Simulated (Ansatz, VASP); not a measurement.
# InSb: VASP beside Ansatz, part 2 of 2

Aim: how closely do two programs agree when they are given the same cell, functional and k mesh?

VASP 6.6.1 and Ansatz 0.2.0.

So far. Step 2 (VASP: band structure, r2SCAN): The run ends at a pressure of 1.52 GPa.

## (5) VASP: band structure, LDA, spin-orbit coupling

Level of this step: LDA, spin-orbit coupling; plane waves and PAW (Sb, In_d) (VASP).

Levels along a path test the potential and the projectors away from the mesh points.

INCAR reads:

```
SYSTEM = InSb
PREC = Accurate
ENCUT = 350
EDIFF = 1E-06
NELM = 100
ISMEAR = 0
SIGMA = 0.03
LREAL = .FALSE.
ALGO = Normal
GGA = CA
LNONCOLLINEAR = .TRUE.
MAGMOM = 0 0 0 0 0 0
NBANDS = 30
GGA_COMPAT = .FALSE.
LASPH = .TRUE.
LSORBIT = .TRUE.
LORBIT = 11
LWAVE = .FALSE.
LCHARG = .FALSE.
KPAR = 4
```

POSCAR reads:

```
InSb
1.0
    0.0000000000      3.2391000000      3.2391000000
    3.2391000000      0.0000000000      3.2391000000
    3.2391000000      3.2391000000      0.0000000000
Sb In
1 1
Direct
    0.7500000000      0.7500000000      0.7500000000
    0.0000000000      0.0000000000      0.0000000000
```

KPOINTS reads:

```
Automatic mesh
0
Gamma
6 6 6
0 0 0
```

KPOINTS_OPT reads:

```
Line mode
10
Line-mode
Reciprocal
  0.00000000   0.00000000   0.00000000 GAMMA
  0.50000000   0.00000000   0.50000000 X

  0.50000000   0.00000000   0.50000000 X
  0.50000000   0.25000000   0.75000000 W

  0.50000000   0.25000000   0.75000000 W
  0.37500000   0.37500000   0.75000000 K

  0.37500000   0.37500000   0.75000000 K
  0.00000000   0.00000000   0.00000000 GAMMA

  0.00000000   0.00000000   0.00000000 GAMMA
  0.50000000   0.50000000   0.50000000 L

  0.50000000   0.50000000   0.50000000 L
  0.62500000   0.25000000   0.62500000 U

  0.62500000   0.25000000   0.62500000 U
  0.50000000   0.25000000   0.75000000 W

  0.50000000   0.25000000   0.75000000 W
  0.50000000   0.50000000   0.50000000 L

  0.50000000   0.50000000   0.50000000 L
  0.37500000   0.37500000   0.75000000 K

  0.62500000   0.25000000   0.62500000 U
  0.50000000   0.00000000   0.50000000 X
```

PAW data sets: Sb and In_d (LDA family, release 64).

Started as:

```sh
$ mpirun -np 4 vasp_ncl
```

Numbers of over 12 decimals in the logs are rounded to 6 here.

The log of the run:

```text
[banner, memory and clock lines left out]
running    4 mpi-ranks, on    1 nodes
[...]
LDA part: xc-table for (Slater(with rela. corr.)+CA(PZ))
 , standard interpolation
 POSCAR, INCAR and KPOINTS ok, starting setup
[...]
entering main loop
       N       E                     dE             d eps       ncg     rms          rms(c)
DAV:   1     0.132164166004E+03    0.13216E+03   -0.60448E+03  1320   0.924E+02
DAV:   2     0.362456674746E+01   -0.12854E+03   -0.12431E+03  1402   0.277E+02
DAV:   3    -0.800672010321E+01   -0.11631E+02   -0.11515E+02  1648   0.103E+02
DAV:   4    -0.843355790698E+01   -0.42684E+00   -0.42629E+00  1584   0.225E+01
[...]
DAV:  11    -0.829793172175E+01   -0.16106E-04   -0.26479E-05  1696   0.708E-02    0.274E-02
DAV:  12    -0.829793067245E+01    0.10493E-05   -0.18430E-06  1484   0.107E-02    0.172E-02
DAV:  13    -0.829793027736E+01    0.39509E-06   -0.58336E-07  1092   0.629E-03
   1 F= -.82979303E+01 E0= -.82978519E+01  d E =-.156719E-03  mag=    -0.0000    -0.0000    -0.0000
 Start KPOINTS_OPT (optional k-point list driver)
k-point batch [1-22\100]
       N       E                     dE             ncg
DAV:   1     0.992924320406E+03   -0.64276E+04     1320
DAV:   2    -0.178742978265E+04   -0.27804E+04     1370
DAV:   3    -0.204392631890E+04   -0.25650E+03     1658
DAV:   4    -0.205342169229E+04   -0.94954E+01     1662
DAV:   5    -0.205397442097E+04   -0.55273E+00     2120
DAV:   6    -0.205397983701E+04   -0.54160E-02     1746
DAV:   7    -0.205398015181E+04   -0.31480E-03     2048
DAV:   8    -0.205398015898E+04   -0.71688E-05     1756
DAV:   9    -0.205398015922E+04   -0.23689E-06     1110
[...]
k-point batch [89-100\100]
       N       E                     dE             ncg
DAV:   1     0.441552959026E+04   -0.48777E+04      720
DAV:   2     0.288453579319E+04   -0.15310E+04      762
DAV:   3     0.274992825100E+04   -0.13461E+03      924
DAV:   4     0.274519690542E+04   -0.47313E+01      898
DAV:   5     0.274490497404E+04   -0.29193E+00     1132
DAV:   6     0.274490193613E+04   -0.30379E-02      932
DAV:   7     0.274490176095E+04   -0.17518E-03     1080
DAV:   8     0.274490175713E+04   -0.38255E-05      958
DAV:   9     0.274490175702E+04   -0.11347E-06      606
```

From OUTCAR (step 5):

```text
  Total       -0.2580257     -0.2580257     -0.2580257      0.0000000      0.0000000      0.0000000
  in kB       -6.0823361     -6.0823361     -6.0823361      0.0000000      0.0000000      0.0000000
  external PRESSURE =      -6.0823361 kB  Pullay stress =       0.0000000 kB

 POSITION                                       TOTAL-FORCE (eV/Angst)
 -----------------------------------------------------------------------------------
      4.85865      4.85865      4.85865         0.000000      0.000000      0.000000
      0.00000      0.00000      0.00000        -0.000000     -0.000000     -0.000000
 -----------------------------------------------------------------------------------
    total drift:                                0.000000      0.000000      0.000000

  FREE ENERGIE OF THE ION-ELECTRON SYSTEM (eV)
  ---------------------------------------------------
  free  energy   TOTEN  =        -8.2979302774 eV

  energy  without entropy=       -8.2977735580  energy(sigma->0) =       -8.29785192

 magnetization (x)
# of ion       s       p       d       tot
------------------------------------------
    1       -0.000   0.000  -0.000   0.000
    2        0.000  -0.000   0.000   0.000
--------------------------------------------------
tot          0.000  -0.000  -0.000   0.000

 magnetization (y)
# of ion       s       p       d       tot
------------------------------------------
    1        0.000   0.000  -0.000  -0.000
    2       -0.000  -0.000  -0.000  -0.000
--------------------------------------------------
tot         -0.000  -0.000  -0.000  -0.000

 magnetization (z)
# of ion       s       p       d       tot
------------------------------------------
    1       -0.000  -0.000  -0.000  -0.000
    2       -0.000  -0.000  -0.000  -0.000
--------------------------------------------------
tot         -0.000  -0.000  -0.000  -0.000

[... 1 part as in an earlier step ...]

[... 2 further parts left out ...]
[key lines of the parts left out:]
E-fermi :   5.1465
```

The run ends at a pressure of -0.61 GPa.

## (6) Ansatz: band structure, LDA, spin-orbit coupling

The same cell, functional (in two slightly different forms), mesh and smearing now go to Ansatz, which takes its cutoff from its data sets.

input.yaml reads:

```yaml
crystal:
  lattice:
    - [0.0, 3.2391, 3.2391]
    - [3.2391, 0.0, 3.2391]
    - [3.2391, 3.2391, 0.0]
  atoms:
    - { symbol: Sb, position: [0.75, 0.75, 0.75] }
    - { symbol: In, position: [0.0, 0.0, 0.0] }
hamiltonian:
  xc: lda
  pseudopotentials: { kind: paw_fr }
magnetization:
  noncollinear: true
  spin_orbit: true
kpoints:
  mp_grid: { grid: [6, 6, 6] }
  band_path:
    path:
      - [0.0, 0.0, 0.0]
      - [0.16667, 0.0, 0.16667]
      - [0.33333, 0.0, 0.33333]
      - [0.5, 0.0, 0.5]
      - [0.5, 0.08333, 0.58333]
      - [0.5, 0.19444, 0.69444]
      - [0.5, 0.25, 0.75]
      - [0.45833, 0.29167, 0.75]
      - [0.40278, 0.34722, 0.75]
      - [0.375, 0.375, 0.75]
      - [0.20833, 0.20833, 0.41667]
      - [0.08333, 0.08333, 0.16667]
      - [0.0, 0.0, 0.0]
      - [0.22222, 0.22222, 0.22222]
      - [0.38889, 0.38889, 0.38889]
      - [0.51389, 0.47222, 0.51389]
      - [0.55556, 0.38889, 0.55556]
      - [0.61111, 0.27778, 0.61111]
      - [0.61111, 0.25, 0.63889]
      - [0.56944, 0.25, 0.68056]
      - [0.51389, 0.25, 0.73611]
      - [0.5, 0.27778, 0.72222]
      - [0.5, 0.38889, 0.61111]
      - [0.5, 0.47222, 0.52778]
      - [0.48611, 0.48611, 0.52778]
      - [0.43056, 0.43056, 0.63889]
      - [0.38889, 0.38889, 0.72222]
      - [0.59722, 0.19444, 0.59722]
      - [0.55556, 0.11111, 0.55556]
      - [0.5, 0.0, 0.5]
    npoints: 1
scf:
  occupations: { method: gaussian, width: 0.03 }
  n_extra_bands: 14
output:
  forces: true
  stress: true
  eigenvalues: true
```

Started as:

```sh
$ ansatz run input.yaml --threads 2 --pin off --max-ram 4608MiB --backend cpu --events-out ev --progress --plain --runs-dir out
```

The log of the run:

```text
[...]
non-collinear run that drives no moment, with spin-orbit: no starting moment large enough to seed its density (crystal.atoms[].spin), no starting occupations that ask for one, no magnetisation constraint and no magnetic field, so the semilocal B_xc is pinned to zero
Crystal: 2 atoms, lattice volume = 67.968 Å³
Basis set: ecut = 420 eV, 1363 PW (Γ)
[...]
k-point 0: bands = [... 24 lower, 6.6601, 6.6601, 7.3232, 7.3232, 7.3232, 7.3232, 9.6954, 9.6954, ... 10 higher]
  k-point 1: bands = [... 24 lower, 6.4655, 6.4655, 6.9705, 6.9777, 7.9271, 7.9271, 10.2994, 10.2994, ... 10 higher]
  k-point 2: bands = [... 24 lower, 5.9927, 5.9927, 6.4800, 6.4857, 7.6327, 7.6327, 10.7325, 10.7325, ... 10 higher]
  k-point 15: bands = [... 24 lower, 4.1460, 4.4056, 4.4167, 4.4871, 9.5381, 9.6965, 9.7721, 9.7949, ... 10 higher]
[key lines of the parts left out:]
SCF converged after 8 iterations
Magnetization: |M| = 0.0000 μB,  M = (+0.0000, +0.0000, +0.0000) μB
Free energy (F): -11797.298122 eV
Fermi energy:    7.323240 eV
P = ⅓ Tr σ = -0.5406 GPa (-5.406 kbar)
```

The job ended after 11 s (2 threads of AMD EPYC 7R43, shared host; peak memory 0.58 GiB; 22 s of CPU time).

## (7) Comparison

What differs besides the data sets and the points named for the pairs above, as far as they apply: spin-orbit coupling enters by fully relativistic files in Ansatz and inside the spheres in VASP; the two LDA forms differ slightly; the data sets hold 28 valence electrons in Ansatz (fully relativistic PAW (standard-fr) files) and 18 in VASP; the cutoff is 420 eV in Ansatz and 350 eV in VASP; Ansatz makes its cores anew for this functional, VASP keeps those of its LDA data sets. Total energies have different zeros and are not compared.

Both answers:

```csv
quantity,Ansatz,VASP,difference
pressure (GPa),-0.54,-0.61,+0.07
```

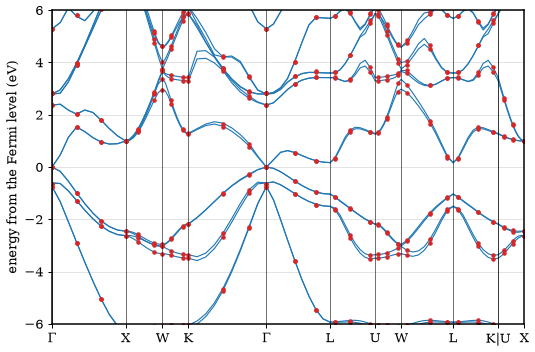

Bands from VASP (lines) and levels from Ansatz (dots). Dots without a line are higher empty bands that the VASP plot leaves out.

Levels from 3 eV below to 2 eV above the Fermi level differ by 14 meV r.m.s. and 56 meV at most; each VASP level is matched to the nearest of Ansatz, which flatters the figure a little. Ansatz's pressure holds a Pulay correction of 0.03 GPa; VASP's holds none.

## (8) VASP: band structure, r2SCAN, spin-orbit coupling

The same path points are solved in both programs, so levels can be compared one by one.

Edit INCAR of step 5 so:

```diff
@@ -9,3 +9,4 @@
 ALGO = Normal
-GGA = CA
+METAGGA = R2SCAN
+LASPH = .TRUE.
 LNONCOLLINEAR = .TRUE.
@@ -14,3 +15,2 @@
 GGA_COMPAT = .FALSE.
-LASPH = .TRUE.
 LSORBIT = .TRUE.
```

POSCAR is that of step 5.

KPOINTS is that of step 5.

KPOINTS_OPT is that of step 5.

Potentials, in the order of the species: Sb and In_d (PBE family, release 64).

Started as:

```sh
$ mpirun -np 4 vasp_ncl
```

The log of the run:

```text
[banner, memory and clock lines left out]
running    4 mpi-ranks, on    1 nodes
[...]
[... a notice as in an earlier step ...]

 LDA part: xc-table for (None), standard interpolation
 POSCAR, INCAR and KPOINTS ok, starting setup
[...]
entering main loop
       N       E                     dE             d eps       ncg     rms          rms(c)
DAV:   1     0.904431347390E+02    0.90443E+02   -0.62265E+03  1320   0.949E+02
DAV:   2    -0.397477882106E+02   -0.13019E+03   -0.12587E+03  1412   0.284E+02
DAV:   3    -0.514610849756E+02   -0.11713E+02   -0.11600E+02  1612   0.105E+02
DAV:   4    -0.518860744279E+02   -0.42499E+00   -0.42444E+00  1616   0.225E+01
[...]
DAV:  11    -0.488257077237E+02    0.55567E-04   -0.24425E-04  1510   0.150E-01    0.219E-02
DAV:  12    -0.488257184167E+02   -0.10693E-04   -0.20945E-05  1498   0.474E-02    0.166E-02
DAV:  13    -0.488257192245E+02   -0.80784E-06   -0.44175E-06  1360   0.221E-02
   1 F= -.48825719E+02 E0= -.48825614E+02  d E =-.210140E-03  mag=     0.0000     0.0000    -0.0000
 Start KPOINTS_OPT (optional k-point list driver)
k-point batch [1-22\100]
       N       E                     dE             ncg
DAV:   1     0.911593714240E+03   -0.65090E+04     1320
DAV:   2    -0.190536251854E+04   -0.28170E+04     1356
DAV:   3    -0.216494196393E+04   -0.25958E+03     1628
DAV:   4    -0.217439282598E+04   -0.94509E+01     1686
DAV:   5    -0.217498717302E+04   -0.59435E+00     2250
DAV:   6    -0.217499240573E+04   -0.52327E-02     1772
DAV:   7    -0.217499268712E+04   -0.28139E-03     2102
DAV:   8    -0.217499269568E+04   -0.85678E-05     1742
DAV:   9    -0.217499269601E+04   -0.32091E-06     1142
[...]
k-point batch [89-100\100]
       N       E                     dE             ncg
DAV:   1     0.436892503075E+04   -0.49243E+04      720
DAV:   2     0.281922886772E+04   -0.15497E+04      766
DAV:   3     0.268178765836E+04   -0.13744E+03      894
DAV:   4     0.267688638485E+04   -0.49013E+01      900
DAV:   5     0.267657809033E+04   -0.30829E+00     1190
DAV:   6     0.267657482605E+04   -0.32643E-02      950
DAV:   7     0.267657465290E+04   -0.17315E-03     1108
DAV:   8     0.267657464813E+04   -0.47755E-05      910
DAV:   9     0.267657464793E+04   -0.19355E-06      574
```

OUTCAR, selected parts (step 8):

```text
  Total        0.6551702      0.6551702      0.6551702      0.0000000      0.0000000      0.0000000
  in kB       15.4440653     15.4440653     15.4440653      0.0000000      0.0000000      0.0000000
  external PRESSURE =      15.4440653 kB  Pullay stress =       0.0000000 kB

 POSITION                                       TOTAL-FORCE (eV/Angst)
 -----------------------------------------------------------------------------------
      4.85865      4.85865      4.85865         0.000000      0.000000     -0.000000
      0.00000      0.00000      0.00000        -0.000000     -0.000000      0.000000
 -----------------------------------------------------------------------------------
    total drift:                                0.000000      0.000000      0.000000

  FREE ENERGIE OF THE ION-ELECTRON SYSTEM (eV)
  ---------------------------------------------------
  free  energy   TOTEN  =       -48.8257192245 eV

  energy  without entropy=      -48.8255090848  energy(sigma->0) =      -48.82561415

 magnetization (x)
# of ion       s       p       d       tot
------------------------------------------
    1       -0.000   0.000  -0.000  -0.000
    2        0.000  -0.000  -0.000   0.000
--------------------------------------------------
tot          0.000  -0.000  -0.000  -0.000

 magnetization (y)
# of ion       s       p       d       tot
------------------------------------------
    1       -0.000  -0.000   0.000  -0.000
    2        0.000   0.000   0.000   0.000
--------------------------------------------------
tot          0.000  -0.000   0.000   0.000

 magnetization (z)
# of ion       s       p       d       tot
------------------------------------------
    1        0.000  -0.000  -0.000   0.000
    2        0.000  -0.000  -0.000   0.000
--------------------------------------------------
tot          0.000  -0.000  -0.000   0.000

[... 2 parts as in an earlier step ...]

[... 1 further part left out ...]
[key lines of the parts left out:]
E-fermi :   5.1783
```

The run ends at a pressure of 1.54 GPa.

## (9) Ansatz: band structure, r2SCAN, spin-orbit coupling

The same cell, functional, mesh and smearing now go to Ansatz, which takes its cutoff from its data sets.

Edit input.yaml of step 6 so:

```diff
@@ -9,3 +9,3 @@
 hamiltonian:
-  xc: lda
+  xc: r2scan
   pseudopotentials: { kind: paw_fr }
```

Started as:

```sh
$ ansatz run input.yaml --threads 2 --pin off --max-ram 4608MiB --backend cpu --events-out ev --progress --plain --runs-dir out
```

The log of the run:

```text
[...]
Crystal: 2 atoms, lattice volume = 67.968 Å³
Basis set: ecut = 500 eV, 1759 PW (Γ), exchange–correlation on 144×144×144 points (64 copies of the dense FFT grid, shifted against one another)
Bands: 42, of which v1, the nominal top of the filled ones, is band 28 counted from 1 (27 counted from 0)
[...]
k-point 1: bands = [... 24 lower, 6.6133, 6.6133, 7.0788, 7.0862, 8.4988, 8.4988, 10.7568, 10.7568, ... 10 higher]
  k-point 2: bands = [... 24 lower, 6.1129, 6.1129, 6.5708, 6.5767, 8.2086, 8.2086, 11.2031, 11.2031, ... 10 higher]
  k-point 15: bands = [... 24 lower, 4.2028, 4.4626, 4.4660, 4.5408, 10.0388, 10.1911, 10.2528, 10.2690, ... 10 higher]
[key lines of the parts left out:]
SCF converged after 8 iterations
Magnetization: |M| = 0.0000 μB,  M = (+0.0000, +0.0000, +0.0000) μB
Free energy (F): -12090.996647 eV
Fermi energy:    7.452747 eV
P = ⅓ Tr σ = 1.7052 GPa (17.052 kbar)
```

Elapsed: 22 s, on 2 threads; peak memory 0.8 GiB; 42 s of CPU time.

## (10) Side by side

The two programs side by side:

```csv
quantity,Ansatz,VASP,difference
pressure (GPa),1.71,1.54,+0.16
```

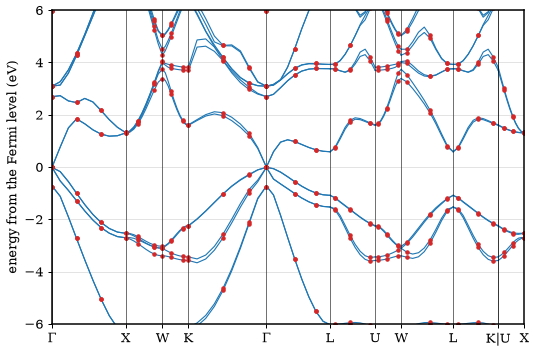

Bands from VASP (lines) and levels from Ansatz (dots). Dots without a line are higher empty bands that the VASP plot leaves out.

Levels from 3 eV below to 2 eV above the Fermi level differ by 6 meV r.m.s. and 21 meV at most; each VASP level is matched to the nearest of Ansatz, which flatters the figure a little.

## (11) Results

```yaml
difference_in_gap_over_the_path_points_band_structure_r2scan: 0.0020 eV
r_m_s_difference_of_levels_near_the_fermi_level_band_structure_lda_spin_orbit_coupling: 14 meV
r_m_s_difference_of_levels_near_the_fermi_level_band_structure_r2scan_spin_orbit_coupling: 6.3 meV
```

What this shows: The r.m.s. difference of levels near the Fermi level is 14 meV (band structure, LDA, spin-orbit coupling), within the 80 meV picked in this series as the mark of a large difference. How closely two codes agree says nothing of how well the functional describes the real material.

[Lines on the potential files, build, host, timing and source positions are cut from VASP's logs without a mark.]

[Logs are printed without paths, hosts, clocks, repeated set-up lines and the standing remarks that a program may print on its own settings, such as how far it seeks lower states.]

[Hosts, paths, dates, database ids (printed as entryN), source tags and the programs' standing remarks are cut or masked in the printed files.]
